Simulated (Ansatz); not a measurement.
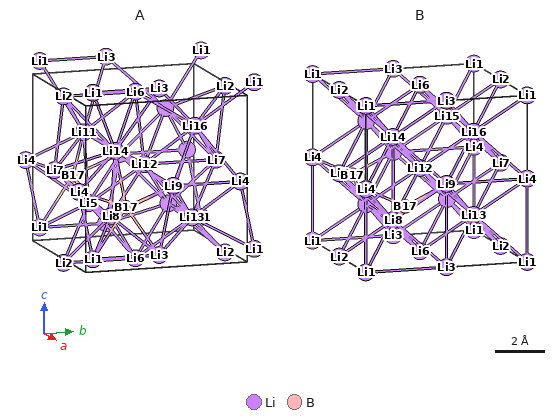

Two geometries of a defect cell of composition Li₁₆B, drawn at one scale. One is the start of a relaxation, the other its converged end. The picture is a ball-and-stick view of the cell of the calculation, seen slightly off an axis.

Computed with DFT PBE, scalar-relativistic, plane waves, PAW (Ansatz 0.2.0). (plane-wave cutoff 420 eV; k-point mesh 3 × 3 × 3; occupations fermi dirac; smearing width 0.15 eV; no spin polarisation; atoms relaxed in a fixed cell; force threshold 0.03 eV/Å; at most 60 steps)

Which one is relaxed?

Structure A is the relaxed one. It is an interstitial B in bcc Li. The run prepares an end point of a later path (interstitial hop) calculation, from a guessed geometry. The atoms of the start lie slightly off their symmetric places, so part of the fall in energy undoes that. The largest moves, 0.61 Å, are those of Li atoms. Largest moves by element: Li 0.61 Å, B 0.05 Å. The cell doesn't change. Among the contacts that change: B–Li 3.185 → 2.535 Å, B–Li 3.163 → 2.534 Å, Li–Li 3.490 → 2.868 Å, B–Li 3.140 → 2.535 Å. Among the angles between lasting bonds that change: Li–Li–Li 70.5° → 92.6°, Li–Li–Li 180.0° → 158.2°, Li–Li–Li 109.5° → 130.1°. After 5 geometry steps the energy has fallen by 0.983 eV per cell of the calculation. Largest force component: 1.1 eV/Å at the start, 0.0018 eV/Å at the end. The run took 33 s on 2 threads of Intel(R) Xeon(R) Platinum 8488C (Sapphire Rapids), with other jobs on the host, peak memory 0.64 GiB.

Limits of the set-up: the periodic images lie only 7.0 Å apart, so the values are limited by the cell's size.
